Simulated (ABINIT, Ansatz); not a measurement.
**A GW chain in ABINIT: TiO2 (Rutile)**

How does a plane-wave GW calculation on TiO2 (Rutile) run from the first input to the gap?

Main program and level: ABINIT 10.8.3; PBE and many-body steps on it, plane waves.

**Experimental background.**

- Gap 3.05 eV: band gap; bulk crystal (literature experimental value) (quoted in “Hydrogen related defects in titanium dioxide at the interface to palladium”, 2021, arxiv:2112.05953).

- Gap 3.03 eV: experimental band gap, quoted; bulk crystal (quoted in “Polaron-induced phonon localization and stiffening in rutile TiO2”, 2016, arxiv:1612.05679).

- Gap 3.09 ± 0.06 eV: optical gap from Tauc plot assuming indirect allowed transition; UV/vis diffuse reflectance, Kubelka-Munk and Tauc analysis; film (30 nm ALD shell on quartz particles, grown at 200 C, annealed in air at 500 C; rutile-rich with some anatase) on SiO2 (quartz particles) (“Defect-Mediated Crystallization of the Particulate TiO2 Photocatalyst Grown by Atomic Layer Deposition”, 2024, pmc:11726664).

- Gap 3.28 eV: optical bandgap after anatase to rutile transformation; spectroscopic ellipsometry; film (polycrystalline sol-gel film on Si(100), annealed at high temperature below 800 °C) (“Photocatalytic Performance of Sol-Gel Prepared TiO2 Thin Films Annealed at Various Temperatures”, 2023, pmc:10419699).

Most raw output is cut from this account.

## (1) The structure

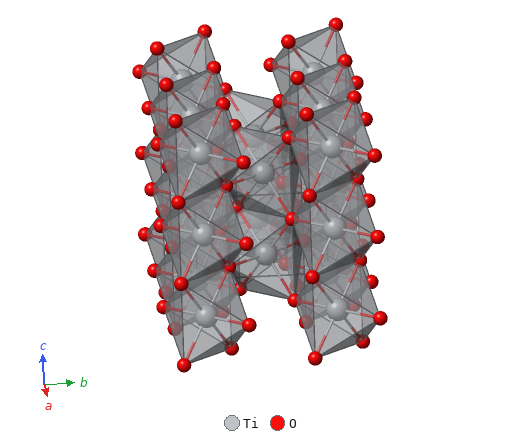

The starting structure, seen slightly off an axis (titanium light grey, oxygen red). 2×1×2 cells are drawn. Some periodic images of atoms are drawn too.

The cell and positions come from the Crystallography Open Database and are kept as given unless a step says otherwise.

## (2) Ground state

This step: ABINIT 10.8.3; DFT, PBE, plane waves, norm-conserving pseudopotentials.

The ground-state density comes first.

The input, run.abi:

```
acell 3*1.0 Angstrom
rprim 
  4.592200000000 0.000000000000 0.000000000000
  0.000000000000 4.592200000000 0.000000000000
  0.000000000000 0.000000000000 2.957400000000
ntypat 2
znucl 22 8
natom 6
typat 1 1 2 2 2 2
xred 
  0.000000000000 0.000000000000 0.000000000000
  0.500000000000 0.500000000000 0.500000000000
  0.304960000000 0.304960000000 0.000000000000
  0.195040000000 0.804960000000 0.500000000000
  0.695040000000 0.695040000000 0.000000000000
  0.804960000000 0.195040000000 0.500000000000
pp_dirpath "pseudos"
pseudos "Ti.upf, O.upf"
ecut 38
ngkpt 4 4 8
nshiftk 1
shiftk 0 0 0
kptopt 1
chksymbreak 0
nband 31
occopt 1
tolvrs 1e-10
nstep 60
prtwf 0
optforces 0
optstress 0
indata_prefix "in"
outdata_prefix "out"
tmpdata_prefix "tmp"
```

Launch:

```console
OMP_NUM_THREADS=1 mpirun -n 16 abinit run.abi > log
```

Wall time 34 s (16 MPI ranks of Arm Neoverse N1, shared host); peak memory 1.2 GiB; 9 min of CPU time.

This step gave:

```
total energy               : -5039.8207 eV
gap                        : 1.917 eV
k of the valence top       : 0, 0, 0
k of the conduction bottom : 0, 0, 0
least direct gap           : 1.917 eV
```

The gap is direct, at Γ.

## (3) Bands along the symmetry lines

Levels along a band path, at the cheap level, show where the edges lie and whether the meshes to come will hold them.

The input, run.abi:

```
acell 3*1.0 Angstrom
rprim 
  4.592200000000 0.000000000000 0.000000000000
  0.000000000000 4.592200000000 0.000000000000
  0.000000000000 0.000000000000 2.957400000000
ntypat 2
znucl 22 8
natom 6
typat 1 1 2 2 2 2
xred 
  0.000000000000 0.000000000000 0.000000000000
  0.500000000000 0.500000000000 0.500000000000
  0.304960000000 0.304960000000 0.000000000000
  0.195040000000 0.804960000000 0.500000000000
  0.695040000000 0.695040000000 0.000000000000
  0.804960000000 0.195040000000 0.500000000000
pp_dirpath "pseudos"
pseudos "Ti.upf, O.upf"
ecut 38
iscf -2
irdden 1
kptopt 0
nkpt 75
kpt 
  0.00000000 0.00000000 0.00000000
  0.00000000 0.06250000 0.00000000
  0.00000000 0.12500000 0.00000000
  0.00000000 0.18750000 0.00000000
  0.00000000 0.25000000 0.00000000
  0.00000000 0.31250000 0.00000000
  0.00000000 0.37500000 0.00000000
  0.00000000 0.43750000 0.00000000
  0.00000000 0.50000000 0.00000000
  0.06250000 0.50000000 0.00000000
  0.12500000 0.50000000 0.00000000
  0.18750000 0.50000000 0.00000000
  0.25000000 0.50000000 0.00000000
  0.31250000 0.50000000 0.00000000
  0.37500000 0.50000000 0.00000000
  0.43750000 0.50000000 0.00000000
  0.50000000 0.50000000 0.00000000
  0.43750000 0.43750000 0.00000000
  0.37500000 0.37500000 0.00000000
  0.31250000 0.31250000 0.00000000
  0.25000000 0.25000000 0.00000000
  0.18750000 0.18750000 0.00000000
  0.12500000 0.12500000 0.00000000
  0.06250000 0.06250000 0.00000000
  0.00000000 0.00000000 0.00000000
  0.00000000 0.00000000 0.06250000
  0.00000000 0.00000000 0.12500000
  0.00000000 0.00000000 0.18750000
  0.00000000 0.00000000 0.25000000
  0.00000000 0.00000000 0.31250000
  0.00000000 0.00000000 0.37500000
  0.00000000 0.00000000 0.43750000
  0.00000000 0.00000000 0.50000000
  0.00000000 0.06250000 0.50000000
  0.00000000 0.12500000 0.50000000
  0.00000000 0.18750000 0.50000000
  0.00000000 0.25000000 0.50000000
  0.00000000 0.31250000 0.50000000
  0.00000000 0.37500000 0.50000000
  0.00000000 0.43750000 0.50000000
  0.00000000 0.50000000 0.50000000
  0.06250000 0.50000000 0.50000000
  0.12500000 0.50000000 0.50000000
  0.18750000 0.50000000 0.50000000
  0.25000000 0.50000000 0.50000000
  0.31250000 0.50000000 0.50000000
  0.37500000 0.50000000 0.50000000
  0.43750000 0.50000000 0.50000000
  0.50000000 0.50000000 0.50000000
  0.43750000 0.43750000 0.50000000
  0.37500000 0.37500000 0.50000000
  0.31250000 0.31250000 0.50000000
  0.25000000 0.25000000 0.50000000
  0.18750000 0.18750000 0.50000000
  0.12500000 0.12500000 0.50000000
  0.06250000 0.06250000 0.50000000
  0.00000000 0.00000000 0.50000000
  0.00000000 0.50000000 0.00000000
  0.00000000 0.50000000 0.06250000
  0.00000000 0.50000000 0.12500000
  0.00000000 0.50000000 0.18750000
  0.00000000 0.50000000 0.25000000
  0.00000000 0.50000000 0.31250000
  0.00000000 0.50000000 0.37500000
  0.00000000 0.50000000 0.43750000
  0.00000000 0.50000000 0.50000000
  0.50000000 0.50000000 0.00000000
  0.50000000 0.50000000 0.06250000
  0.50000000 0.50000000 0.12500000
  0.50000000 0.50000000 0.18750000
  0.50000000 0.50000000 0.25000000
  0.50000000 0.50000000 0.31250000
  0.50000000 0.50000000 0.37500000
  0.50000000 0.50000000 0.43750000
  0.50000000 0.50000000 0.50000000
istwfk *1
nband 31
nbdbuf 2
tolwfr 1e-08
nstep 40
prtwf 0
prtvol 0
indata_prefix "in"
outdata_prefix "out"
tmpdata_prefix "tmp"
```

The job ended after 45 s (16 MPI ranks; peak memory 1.2 GiB; 12 min of CPU time).

Numbers from this step:

```yaml
gap: 1.917 eV
k_of_the_valence_top: 0, 0, 0
k_of_the_conduction_bottom: 0, 0, 0
least_direct_gap: 1.917 eV
```

The gap is 1.917 eV, as in the run before at this level.

Electronic bands along the path, in eV, zero at the top of the highest filled band:

```
    point  band 21  band 22  band 23  band 24  band 25  band 26  band 27  band 28
        Γ    -0.71    -0.45    -0.45     0.00     1.92     2.22     2.45     2.55
        X    -1.64    -1.64    -0.74    -0.74     2.59     2.59     3.06     3.06
        M    -1.31    -1.31    -1.06    -1.06     1.96     1.96     2.57     2.57
        Γ    -0.71    -0.45    -0.45     0.00     1.92     2.22     2.45     2.55
        Z    -2.35    -2.35    -1.42    -1.42     3.01     3.01     3.21     3.21
        R    -2.04    -2.04    -1.03    -1.03     1.95     1.95     3.24     3.24
        A    -1.27    -1.27    -0.68    -0.68     2.63     2.63     3.26     3.26
        Z    -2.35    -2.35    -1.42    -1.42     3.01     3.01     3.21     3.21
jump to X    -1.64    -1.64    -0.74    -0.74     2.59     2.59     3.06     3.06
        R    -2.04    -2.04    -1.03    -1.03     1.95     1.95     3.24     3.24
jump to M    -1.31    -1.31    -1.06    -1.06     1.96     1.96     2.57     2.57
        A    -1.27    -1.27    -0.68    -0.68     2.63     2.63     3.26     3.26
```

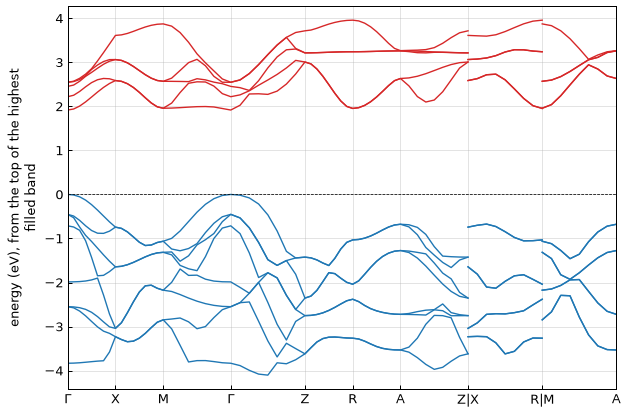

Electronic bands along the path; lines of filled and empty bands in two colours.

## (4) Empty states on the mesh, 4×4×4 mesh, 318 bands

The sums over transitions need many empty states on a uniform mesh; this step solves for them.

The input, run.abi:

```
acell 3*1.0 Angstrom
rprim 
  4.592200000000 0.000000000000 0.000000000000
  0.000000000000 4.592200000000 0.000000000000
  0.000000000000 0.000000000000 2.957400000000
ntypat 2
znucl 22 8
natom 6
typat 1 1 2 2 2 2
xred 
  0.000000000000 0.000000000000 0.000000000000
  0.500000000000 0.500000000000 0.500000000000
  0.304960000000 0.304960000000 0.000000000000
  0.195040000000 0.804960000000 0.500000000000
  0.695040000000 0.695040000000 0.000000000000
  0.804960000000 0.195040000000 0.500000000000
pp_dirpath "pseudos"
pseudos "Ti.upf, O.upf"
ecut 38
ngkpt 4 4 4
nshiftk 1
shiftk 0 0 0
kptopt 1
chksymbreak 0
irdden 1
istwfk *1
nband 318
prtvol 0
optdriver 6
gwr_task "HDIAGO"
paral_kgb 0
occopt 1
indata_prefix "in"
outdata_prefix "out"
tmpdata_prefix "tmp"
```

The job ended after 4.7 min (16 MPI ranks; peak memory 20 GiB; 76 min of CPU time).

Numbers from this step:

| Quantity | Value |
| --- | --- |
| gap | 1.917 eV |
| k of the valence top | 0, 0, 0 |
| k of the conduction bottom | 0, 0, 0 |
| least direct gap | 1.917 eV |
| k points computed | 18 |
| lowest point of the top converged band, above the valence top | 146.1334 eV |

On this mesh the gap is 1.917 eV.

## (5) Screening, 4×4×4 mesh, 310 bands, screening to 217.7 eV

The RPA dielectric matrix is built and inverted for each q.

This step: RPA screening on PBE, plane waves, norm-conserving pseudopotentials.

run.abi: that of step 4 with these lines changed.

```diff
@@ -24,10 +24,11 @@
 chksymbreak 0
-irdden 1
 istwfk *1
-nband 318
-prtvol 0
-optdriver 6
-gwr_task "HDIAGO"
-paral_kgb 0
 occopt 1
+irdwfk 1
+optdriver 3
+nband 310
+ecuteps 8
+inclvkb 2
+awtr 1
+symchi 1
 indata_prefix "in"
```

The job ended after 15 min (16 MPI ranks; peak memory 8.6 GiB).

This step gave:

| Item | Value |
| --- | --- |
| ε∞ with local fields, on this mesh, along the program's q direction | 8.533 |
| the same without local fields | 8.977 |
| plasma frequency | 32.58 eV |
| plane waves in the screening matrix | 463 |

Local fields lower ε∞ by 5 %. On a Γ-centred mesh this coarse the value itself is usually too large, while a short band sum pulls it down.

## (6) Self-energy, 4×4×4 mesh, 310 bands, screening to 217.7 eV

The self-energy is evaluated for the states that the input lists, and the levels follow from it, in one-shot runs by the linearised quasiparticle equation.

This step: G0W0 on PBE, plane waves, norm-conserving pseudopotentials.

run.abi: that of step 5 with these lines changed.

```diff
@@ -27,8 +27,15 @@
 irdwfk 1
-optdriver 3
+optdriver 4
 nband 310
+gwcalctyp 0
+ecutsigx 38
+symsigma 1
+nkptgw 1
+kptgw 
+  0.0000000000 0.0000000000 0.0000000000
+bdgw 
+  22 26
 ecuteps 8
-inclvkb 2
-awtr 1
-symchi 1
+irdscr 1
+ppmodel 1
 indata_prefix "in"
```

Elapsed: 37 s, on 16 MPI ranks; peak memory 8.1 GiB.

Numbers from this step:

```yaml
g0w0_gap_on_the_points_computed: 3.326 eV
starting_gap_on_the_mesh: 1.917 eV
k_of_the_valence_top: 0, 0, 0
k_of_the_conduction_bottom: 0, 0, 0
z_at_the_valence_top: 0.76
z_at_the_conduction_bottom: 0.776
least_direct_g0w0_gap_on_the_computed_points: 3.326 eV
```

The gap on the mesh goes from 1.92 eV to 3.33 eV, a correction of +1.41 eV.

Limits: finite bands, cutoff and mesh; coarse k mesh. v1 is the top filled band, c1 the lowest empty one. Levels before and after the correction, in eV, zero at the valence-band top of each column:

```
           conduction bottom  valence top
Kohn-Sham               1.92         0.00
     G0W0               3.33         0.00
```

```
             level  energy (eV)
Kohn-Sham  Γ v3-v2       -0.452
Kohn-Sham     Γ v1        0.000
Kohn-Sham     Γ c1        1.917
Kohn-Sham     Γ c2        2.219
     G0W0  Γ v3-v2       -0.479
     G0W0     Γ v1        0.000
     G0W0     Γ c1        3.326
     G0W0     Γ c2        3.546
```

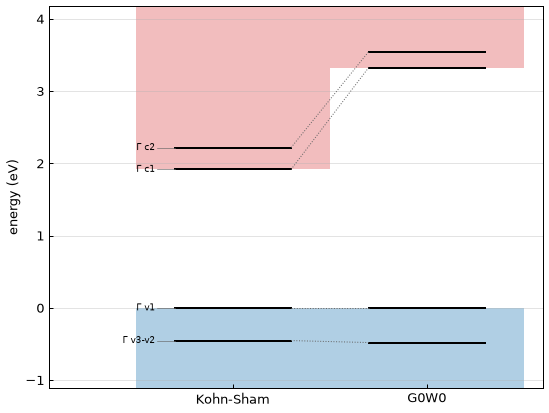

Levels before and after the correction. Shaded: valence and conduction bands.

## (7) Where the time went

Times are wall times on 16 MPI ranks of Arm Neoverse N1, shared host, good to a factor of about two.

```
                          step     time  share  memory (GiB)
                  ground state     34 s    3 %           1.2
bands along the symmetry lines     45 s    3 %           1.2
      empty states on the mesh  4.7 min   22 %            20
                     screening   15 min   69 %           8.6
                   self-energy     37 s    3 %           8.1
```

## (8) What came out

| Item | Value |
| --- | --- |
| PBE gap | 1.92 eV, direct |
| G0W0 gap on the mesh | 3.33 eV |
| GW settings | 4×4×4 mesh, 310 bands, screening to 217.7 eV, Godby-Needs plasmon pole |
| known limits | not at the basis limit; coarse k mesh |

What this shows: G0W0 moves the gap on the mesh from 1.92 eV to 3.33 eV (+1.41 eV), with Z of 0.76 and 0.78 at the edges. Local fields lower the RPA ε∞ on this mesh from 8.98 to 8.53; a Γ-centred mesh this coarse tends to raise both, most where the direct gap is narrow, while a short band sum lowers them. Only 1 of the mesh's irreducible points was corrected, so a valley elsewhere could overtake. The dearest step here is «screening». Against experiment, by G0W0@PBE: the gap of 3.33 eV lies +0.28 eV from the measured 3.05 eV (kind not stated, quoted 2021); the gap of 3.33 eV lies +0.30 eV from the measured 3.03 eV (kind not stated, quoted 2016); the gap of 3.33 eV lies +0.24 eV from the measured 3.09 ± 0.06 eV (indirect, on SiO2 (quartz particles), 2024); the gap of 3.33 eV lies +0.05 eV from the measured 3.28 eV (optical, 2023). An exciton line or allowed optical edge lies below the quasiparticle gap by the binding energy; a forbidden edge can push the onset above it. The calculation has static nuclei and no excitons; a measured gap holds zero-point and thermal motion, which mostly lowers it. Bands and cutoff are finite, so the gap is not at the basis limit. The miss can reach some tenths of an eV and take either sign; the mesh is an error of its own. In the G0W0 run levels were corrected at 1 k point alone, so a gap called «on the mesh» is the least over those, and an edge elsewhere would be missed. The 4×4×4 mesh is coarse for this cell, which bears on the long-range parts of exchange and screening.

[Paths, hosts, dates, memory and timing lines, banners, echoed tables and standing remarks are left out of the program output.]

[Logs are printed without paths, hosts, clocks, repeated set-up lines and the standing remarks that a program may print on its own settings, such as how far it seeks lower states.]

[Runs of the session that timed out or met a known fault of the program may be left out.]

[Hosts, paths, dates, database ids (printed as entryN), source tags and the programs' standing remarks are cut or masked in the printed files.]

[G0W0 gaps are taken among the corrected bands and points alone; a level outside them can change the order at an edge.]

[Where Ansatz stands beside ABINIT at settings called matched, ABINIT's density can come from a denser mesh and the files from another edition; pairs whose starting gaps differed by over 0.03 eV were left out, so agreement reads better than it is.]
